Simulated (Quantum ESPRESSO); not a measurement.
## Simulated XPS, UPS and emission spectra of CsPbCl3

What would valence photoemission of CsPbCl3 look like, and what sets its shape?

Method: DFT, PBE, plane waves, ultrasoft GBRV pseudopotentials, scalar-relativistic, in the first sound run; inputs show where later runs differ, in Quantum ESPRESSO 7.5.

## 1. The structure

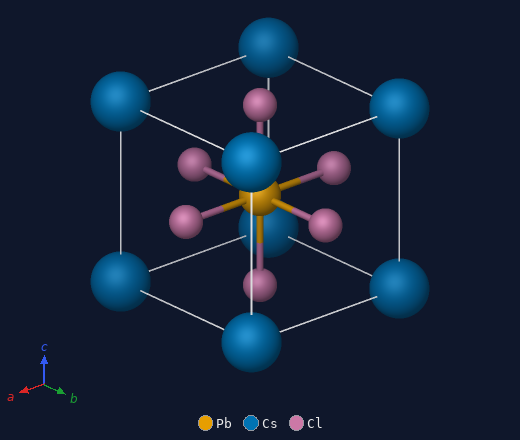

The cell as given, from a free direction (lead orange, caesium blue, chlorine pink). Some periodic images of atoms are drawn too.

As a file:

```cif
data_structure
_symmetry_space_group_name_H-M 'Pm-3m'
_symmetry_Int_Tables_number 221
_cell_length_a 5.6050
_cell_length_b 5.6050
_cell_length_c 5.6050
_cell_angle_alpha 90.000
_cell_angle_beta 90.000
_cell_angle_gamma 90.000
_cell_volume 176.09
loop_
_atom_site_label
_atom_site_type_symbol
_atom_site_symmetry_multiplicity
_atom_site_Wyckoff_symbol
_atom_site_fract_x
_atom_site_fract_y
_atom_site_fract_z
_atom_site_occupancy
Pb1 Pb 1 b 0.50000 0.50000 0.50000 1
Cs1 Cs 1 a 0.00000 0.00000 0.00000 1
Cl1 Cl 3 c 0.50000 0.00000 0.50000 1
```

## 2. The base run: self-consistent run

First the self-consistent run; potential, DOS and bands follow from it in later steps.

Contents of scf.in:

```
&control
  calculation = 'scf'
  prefix = 'pes'
  outdir = './tmp'
  pseudo_dir = './pp'
  tprnfor = .true.
  tstress = .true.
/
&system
  ibrav = 0
  nat = 5
  ntyp = 3
  ecutwfc = 40.0
  ecutrho = 200.0
  occupations = 'smearing'
  nbnd = 36
  smearing = 'fd'
  degauss = 0.00147
/
&electrons
  conv_thr = 3e-08
  mixing_beta = 0.5
  electron_maxstep = 120
/
ATOMIC_SPECIES
Pb 207.2000 pb_pbe_v1.uspp.F.UPF
Cs 132.9055 cs_pbe_v1.uspp.F.UPF
Cl 35.4500 cl_pbe_v1.4.uspp.F.UPF
CELL_PARAMETERS angstrom
 5.605000000 0.000000000 0.000000000
 0.000000000 5.605000000 0.000000000
 0.000000000 0.000000000 5.605000000
ATOMIC_POSITIONS crystal
Pb 0.500000000 0.500000000 0.500000000
Cs 0.000000000 0.000000000 0.000000000
Cl 0.500000000 0.000000000 0.500000000
Cl 0.000000000 0.500000000 0.500000000
Cl 0.500000000 0.500000000 0.000000000
K_POINTS automatic
6 6 6 0 0 0
```

The run is started by

```sh
OMP_NUM_THREADS=1 mpirun -n 4 pw.x -nk 4 -in scf.in > scf.out
```

Output:

```text
Program PWSCF v.7.5 starts

     This program is part of the open-source Quantum ESPRESSO suite
     for quantum simulation of materials; please cite
         "P. Giannozzi et al., J. Phys.:Condens. Matter 21 395502 (2009);
         "P. Giannozzi et al., J. Phys.:Condens. Matter 29 465901 (2017);
         "P. Giannozzi et al., J. Chem. Phys. 152 154105 (2020);
          URL
     in publications or presentations arising from this work. More details at

     Parallel version (MPI & OpenMP), running on       4 processor cores
     Number of MPI processes:                 4
     Threads/MPI process:                     1

     MPI processes distributed on     1 nodes
     106350 MiB available memory on the printing compute node when the environment starts

     Current dimensions of program PWSCF are:
     Max number of different atomic species (ntypx) = 10
     Max number of k-points (npk) =  40000
     Max angular momentum in pseudopotentials (lmaxx) =  4
     Message from routine setup:
     using ibrav=0 with symmetry is DISCOURAGED, use correct ibrav instead

     K-points division:     npool     =       4
     Subspace diagonalization in iterative solution of the eigenvalue problem:
     a serial algorithm will be used

     G-vector sticks info
     --------------------
     sticks:   dense  smooth     PW     G-vecs:    dense   smooth      PW
     Sum        1781    1433    421                56667    40651    6403

     Using Slab Decomposition

     bravais-lattice index     =            0
     lattice parameter (alat)  =      10.5919  a.u.
     unit-cell volume          =    1188.2928 (a.u.)^3
     number of atoms/cell      =            5
     number of atomic types    =            3
     number of electrons       =        44.00
     number of Kohn-Sham states=           36
     kinetic-energy cutoff     =      40.0000  Ry
     charge density cutoff     =     200.0000  Ry
     scf convergence threshold =      3.0E-08
     mixing beta               =       0.5000
     number of iterations used =            8  plain     mixing
     Exchange-correlation=  SLA  PW   PBX  PBC
                           (   1   4   3   4   0   0   0)

     celldm(1)=  10.591915  celldm(2)=   0.000000  celldm(3)=   0.000000
     celldm(4)=   0.000000  celldm(5)=   0.000000  celldm(6)=   0.000000

     crystal axes: (cart. coord. in units of alat)
               a(1) = (   1.000000   0.000000   0.000000 )
               a(2) = (   0.000000   1.000000   0.000000 )
               a(3) = (   0.000000   0.000000   1.000000 )

     reciprocal axes: (cart. coord. in units 2 pi/alat)
               b(1) = (  1.000000  0.000000  0.000000 )
               b(2) = (  0.000000  1.000000  0.000000 )
               b(3) = (  0.000000  0.000000  1.000000 )

     PseudoPot. # 1 for Pb read from file:
     ./pp/pb_pbe_v1.uspp.F.UPF
     Pseudo is Ultrasoft + core correction, Zval = 14.0
     Generated by new atomic code, or converted to UPF format
     Using radial grid of  899 points,  6 beta functions with:
                l(1) =   0
                l(2) =   0
                l(3) =   1
                l(4) =   1
                l(5) =   2
                l(6) =   2
     Q(r) pseudized with  6 coefficients,  rinner =    1.000   1.000   1.000
                                                       1.000   1.000

     PseudoPot. # 2 for Cs read from file:
     ./pp/cs_pbe_v1.uspp.F.UPF
     Pseudo is Ultrasoft + core correction, Zval =  9.0
     Generated by new atomic code, or converted to UPF format
     Using radial grid of  905 points,  6 beta functions with:
                l(1) =   0
                l(2) =   0
                l(3) =   1
                l(4) =   1
                l(5) =   2
                l(6) =   2
     Q(r) pseudized with  6 coefficients,  rinner =    1.500   1.500   1.500
                                                       1.500   1.500

     PseudoPot. # 3 for Cl read from file:
     ./pp/cl_pbe_v1.4.uspp.F.UPF
     Pseudo is Ultrasoft + core correction, Zval =  7.0
     Generated by new atomic code, or converted to UPF format
     Using radial grid of  909 points,  6 beta functions with:
                l(1) =   0
                l(2) =   0
                l(3) =   1
                l(4) =   1
                l(5) =   2
                l(6) =   2
     Q(r) pseudized with  8 coefficients,  rinner =    1.300   1.300   1.300
                                                       1.300   1.300

     atomic species   valence    mass     pseudopotential
     Pb               14.00   207.20000     Pb( 1.00)
     Cs                9.00   132.90550     Cs( 1.00)
     Cl                7.00    35.45000     Cl( 1.00)

     48 Sym. Ops., with inversion, found

   Cartesian axes

     site n.     atom                  positions (alat units)
         1        Pb     tau(   1) = (   0.5000000   0.5000000   0.5000000  )
         2        Cs     tau(   2) = (   0.0000000   0.0000000   0.0000000  )
         3        Cl     tau(   3) = (   0.5000000   0.0000000   0.5000000  )
         4        Cl     tau(   4) = (   0.0000000   0.5000000   0.5000000  )
         5        Cl     tau(   5) = (   0.5000000   0.5000000   0.0000000  )

     number of k points=    20  Fermi-Dirac smearing, width (Ry)=  0.0015
                       cart. coord. in units 2pi/alat
        k(    1) = (   0.0000000   0.0000000   0.0000000), wk =   0.0092593
        k(    2) = (   0.0000000   0.0000000   0.1666667), wk =   0.0555556
        k(    3) = (   0.0000000   0.0000000   0.3333333), wk =   0.0555556
        k(    4) = (   0.0000000   0.0000000  -0.5000000), wk =   0.0277778
        k(    5) = (   0.0000000   0.1666667   0.1666667), wk =   0.1111111
        k(    6) = (   0.0000000   0.1666667   0.3333333), wk =   0.2222222
        k(    7) = (   0.0000000   0.1666667  -0.5000000), wk =   0.1111111
        k(    8) = (   0.0000000   0.3333333   0.3333333), wk =   0.1111111
        k(    9) = (   0.0000000   0.3333333  -0.5000000), wk =   0.1111111
        k(   10) = (   0.0000000  -0.5000000  -0.5000000), wk =   0.0277778
        k(   11) = (   0.1666667   0.1666667   0.1666667), wk =   0.0740741
        k(   12) = (   0.1666667   0.1666667   0.3333333), wk =   0.2222222
        k(   13) = (   0.1666667   0.1666667  -0.5000000), wk =   0.1111111
        k(   14) = (   0.1666667   0.3333333   0.3333333), wk =   0.2222222
        k(   15) = (   0.1666667   0.3333333  -0.5000000), wk =   0.2222222
        k(   16) = (   0.1666667  -0.5000000  -0.5000000), wk =   0.0555556
        k(   17) = (   0.3333333   0.3333333   0.3333333), wk =   0.0740741
[...]
ethr =  4.10E-06,  avg # of iterations =  4.2

     negative rho (up, down):  5.934E-02 0.000E+00

     total cpu time spent up to now is        9.2 secs

     total energy              =    -327.65560015 Ry
     estimated scf accuracy    <       0.00003585 Ry

     iteration #  5     ecut=    40.00 Ry     beta= 0.50
     Davidson diagonalization with overlap
     c_bands:  2 eigenvalues not converged
     c_bands:  1 eigenvalues not converged
     ethr =  8.15E-08,  avg # of iterations = 13.1

     negative rho (up, down):  5.939E-02 0.000E+00

     total cpu time spent up to now is       11.5 secs

     total energy              =    -327.65565625 Ry
     estimated scf accuracy    <       0.00000502 Ry

     iteration #  6     ecut=    40.00 Ry     beta= 0.50
     Davidson diagonalization with overlap
     ethr =  1.14E-08,  avg # of iterations =  4.0

     negative rho (up, down):  5.943E-02 0.000E+00

     total cpu time spent up to now is       13.1 secs

     total energy              =    -327.65565700 Ry
     estimated scf accuracy    <       0.00000092 Ry

     iteration #  7     ecut=    40.00 Ry     beta= 0.50
     Davidson diagonalization with overlap
     ethr =  2.10E-09,  avg # of iterations =  7.2

     negative rho (up, down):  5.944E-02 0.000E+00

     total cpu time spent up to now is       15.0 secs

     total energy              =    -327.65565742 Ry
     estimated scf accuracy    <       0.00000005 Ry

     iteration #  8     ecut=    40.00 Ry     beta= 0.50
     Davidson diagonalization with overlap
     ethr =  1.03E-10,  avg # of iterations =  4.0

     negative rho (up, down):  5.943E-02 0.000E+00

     total cpu time spent up to now is       16.7 secs

     End of self-consistent calculation

          k = 0.0000 0.0000 0.0000 (  5041 PWs)   bands (ev):

   -17.1857 -12.6397 -12.6397 -12.3967 -12.3967 -12.3967 -10.9940 -10.1181
   -10.1181  -3.9875  -3.9875  -3.9875  -2.4451  -0.4963  -0.4963  -0.4963
     1.5351   1.5351   1.5351   1.6424   1.6424   1.6424   7.5263   8.4648
     8.4648   9.3752   9.3752   9.3752  10.3651  10.3651  10.3651  12.4661
    12.4661  12.4662  12.8505  14.7888

          k = 0.0000 0.0000 0.1667 (  5065 PWs)   bands (ev):

   -17.1852 -12.6396 -12.6141 -12.3971 -12.3971 -12.3967 -10.9606 -10.1967
   -10.1175  -3.9836  -3.9821  -3.9821  -2.7994  -0.4782  -0.4782   0.0906
     1.5059   1.5107   1.5107   1.6151   1.6151   1.6530   7.7839   8.6505
     8.6579   9.4569   9.4569   9.4675   9.6249  10.3901  10.3901  12.0746
    12.5059  12.5059  12.8497  13.8342

          k = 0.0000 0.0000 0.3333 (  5105 PWs)   bands (ev):

   -17.1841 -12.6395 -12.5614 -12.3978 -12.3978 -12.3967 -10.8554 -10.3943
   -10.1165  -3.9759  -3.9713  -3.9713  -3.2447  -0.4409  -0.4409   0.8375
     1.4492   1.4620   1.4620   1.5603   1.5603   1.9933   7.9290   8.5998
     9.1038   9.2186   9.5201   9.5201   9.7125  10.7040  10.7040  11.3998
    12.2730  12.2730  12.3112  12.8500

          k = 0.0000 0.0000-0.5000 (  5078 PWs)   bands (ev):

   -17.1835 -12.6395 -12.5343 -12.3982 -12.3982 -12.3966 -10.7278 -10.5690
   -10.1160  -3.9721  -3.9659  -3.9659  -3.4097  -0.4216  -0.4216   0.9723
     1.4216   1.4378   1.4378   1.5325   1.5325   2.4868   7.2067   8.8648
     9.3737   9.5094   9.5094   9.7882   9.9036  11.0389  11.1455  11.1455
    11.3397  11.8331  11.8331  12.8071

          k = 0.0000 0.1667 0.1667 (  5061 PWs)   bands (ev):

[...]
12.3388  12.6676  12.8507  13.7039

          k = 0.0000 0.1667 0.3333 (  5079 PWs)   bands (ev):

[...]
11.7182  12.5381  12.6533  12.8518

          k = 0.0000 0.1667-0.5000 (  5078 PWs)   bands (ev):

[...]
11.8681  11.9584  12.1226  12.8475

          k = 0.0000 0.3333 0.3333 (  5085 PWs)   bands (ev):

[...]
11.8380  12.4790  12.8523  12.9797

          k = 0.0000 0.3333-0.5000 (  5086 PWs)   bands (ev):

[...]
11.9596  12.0678  12.7234  12.8526

          k = 0.0000-0.5000-0.5000 (  5112 PWs)   bands (ev):

[...]
11.3269  12.0261  12.6096  12.6096

          k = 0.1667 0.1667 0.1667 (  5088 PWs)   bands (ev):

[...]
12.5810  12.5810  12.8476  13.3023

          k = 0.1667 0.1667 0.3333 (  5077 PWs)   bands (ev):

[...]
12.0881  12.2694  12.7505  12.8527

          k = 0.1667 0.1667-0.5000 (  5108 PWs)   bands (ev):

[...]
12.0278  12.1006  12.1040  12.8526

          k = 0.1667 0.3333 0.3333 (  5079 PWs)   bands (ev):

[...]
12.1411  12.3410  12.8016  12.9706

          k = 0.1667 0.3333-0.5000 (  5068 PWs)   bands (ev):

[...]
11.9533  12.2986  12.5428  12.9752

          k = 0.1667-0.5000-0.5000 (  5056 PWs)   bands (ev):

[...]
11.4689  12.3216  12.6613  12.6614

          k = 0.3333 0.3333 0.3333 (  5046 PWs)   bands (ev):

[...]
12.3820  12.3820  12.8166  12.8167

          k = 0.3333 0.3333-0.5000 (  5052 PWs)   bands (ev):

[...]
12.0841  12.5466  12.7825  12.8547

          k = 0.3333-0.5000-0.5000 (  5076 PWs)   bands (ev):

   -17.1805 -12.4963 -12.4619 -12.3997 -12.3993 -12.3993 -10.5673 -10.5673
   -10.5302  -4.7243  -4.0322  -4.0322  -4.0192   0.9128   1.0077   1.0077
     1.0105   1.4220   1.8537   1.8537   1.9597   3.7604   6.2625   6.2625
     6.9982   9.4563   9.8261   9.8492   9.8492  10.6189  11.0287  12.0472
    12.0472  12.5229  12.8539  12.9718

          k =-0.5000-0.5000-0.5000 (  5040 PWs)   bands (ev):

   -17.1801 -12.4619 -12.4619 -12.3997 -12.3997 -12.3997 -10.5659 -10.5659
   -10.5659  -4.8679  -4.0413  -4.0413  -4.0413   0.9697   0.9697   0.9697
     1.4233   1.4233   1.9621   1.9621   1.9621   4.1757   6.1186   6.1186
     6.1186   9.2849   9.7364   9.7364   9.7364  10.9442  10.9442  12.3531
    12.3531  12.3531  12.8554  13.1704

     the Fermi energy is     4.8718 ev

!    total energy              =    -327.65565744 Ry
     estimated scf accuracy    <          3.8E-09 Ry
     smearing contrib. (-TS)   =      -0.00000000 Ry
     internal energy E=F+TS    =    -327.65565744 Ry

     The total energy is F=E-TS. E is the sum of the following terms:
     one-electron contribution =    -101.32248528 Ry
     hartree contribution      =      70.68399446 Ry
     xc contribution           =    -122.07574452 Ry
     ewald contribution        =    -174.94142210 Ry

     convergence has been achieved in   8 iterations

     negative rho (up, down):  5.943E-02 0.000E+00

     Forces acting on atoms (cartesian axes, Ry/au):

     atom    1 type  1   force =     0.00000000    0.00000000    0.00000000
     atom    2 type  2   force =     0.00000000    0.00000000    0.00000000
     atom    3 type  3   force =     0.00000000    0.00000000    0.00000000
     atom    4 type  3   force =     0.00000000    0.00000000    0.00000000
     atom    5 type  3   force =     0.00000000    0.00000000    0.00000000

     Total force =     0.000000     Total SCF correction =     0.000000

     Computing stress (Cartesian axis) and pressure

     negative rho (up, down):  5.943E-02 0.000E+00
          total   stress  (Ry/bohr**3)                   (kbar)     P=       16.98
   0.00011541   0.00000000   0.00000000           16.98        0.00        0.00
   0.00000000   0.00011541   0.00000000            0.00       16.98        0.00
   0.00000000   0.00000000   0.00011541            0.00        0.00       16.98

     XML data file, charge density, pseudopotentials, collected wavefunctions

     Called by init_run:

     Called by electrons:

     Called by c_bands:

     Called by *egterg:

     Called by h_psi:
                                        0.00s GPU  (     303 calls)

     General routines

     Parallel routines

=------------------------------------------------------------------------------=
   JOB DONE.
=------------------------------------------------------------------------------=
```

Wall time 19 s (4 MPI ranks of Arm Neoverse V2, shared host).

This step gave:

```yaml
free_energy: -4457.9823 eV
fermi_energy: 4.872 eV
pressure: 1.698 GPa
gap_on_the_k_mesh: 1.943 eV
```

At this level the gap is 1.94 eV on the k-mesh of the self-consistent run, which can miss the band edges.

[end of part 1 of 19]

[Logs are printed without paths, hosts, clocks, repeated set-up lines and the standing remarks that a program may print on its own settings, such as how far it seeks lower states.]

[Hosts, paths, dates, database ids (printed as entryN), source tags and the programs' standing remarks are cut or masked in the printed files.]

[Maps of the electrostatic potential energy from Ansatz leave out the sawtooth potential of an applied field or a dipole correction, so their vacuum need not be flat; work functions include it.]

[Peak lists hold at most the 14 tallest peaks of each spectrum; further lines can be left out.]
